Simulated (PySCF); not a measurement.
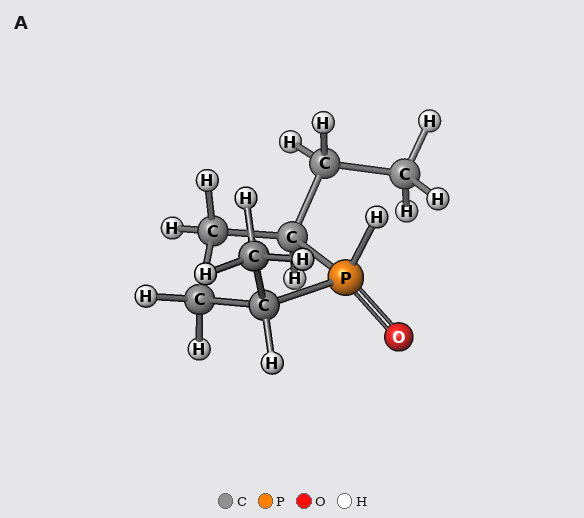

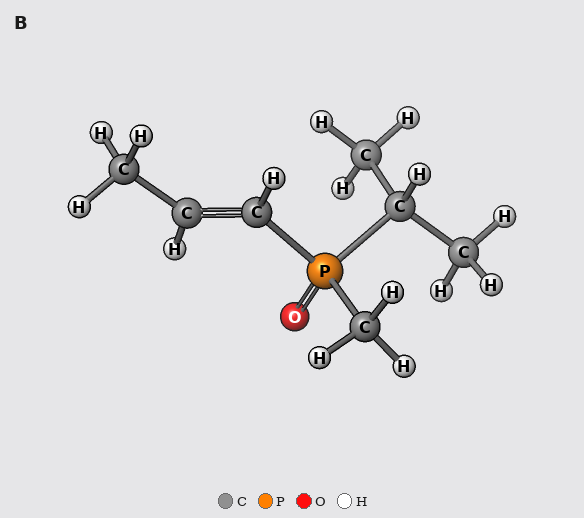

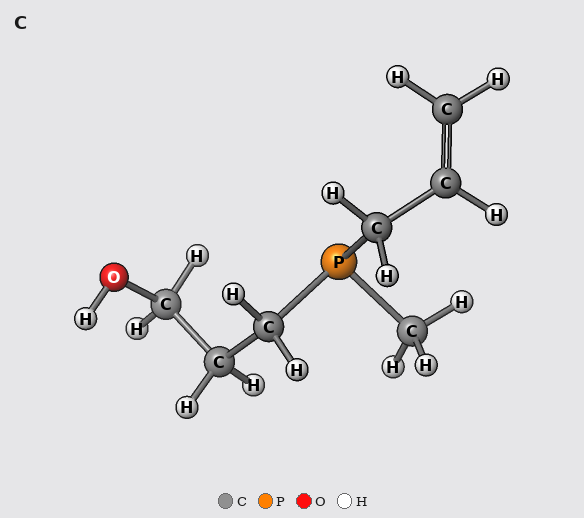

3 stationary structures of one formula. Geometries: GFN2-xTB. Electronic energies: PBE0/pcSseg-1 (PySCF 2.14.0), without zero-point energy. No frequency run is at hand to confirm each as a minimum. Each is one conformer, not always the lowest.

Are they conformers, stereoisomers or constitutional isomers?

Answer. They are constitutional isomers of C7H15OP: A `CC[C@@H]1CC[C@H](C)[P@H]1=O`, B `C/C=C/[P@@](C)(=O)C(C)C`, C `C=CCP(C)CCCO`.

Which structure is the most stable?

Answer. A is lowest; B lies 19.8 kJ/mol above it, C lies 151.6 kJ/mol above it.

The geometry is semi-empirical. Around P such bond lengths and angles can be off by a tenth of an ångström or more and by several degrees, and values that hang on the shape move with them.
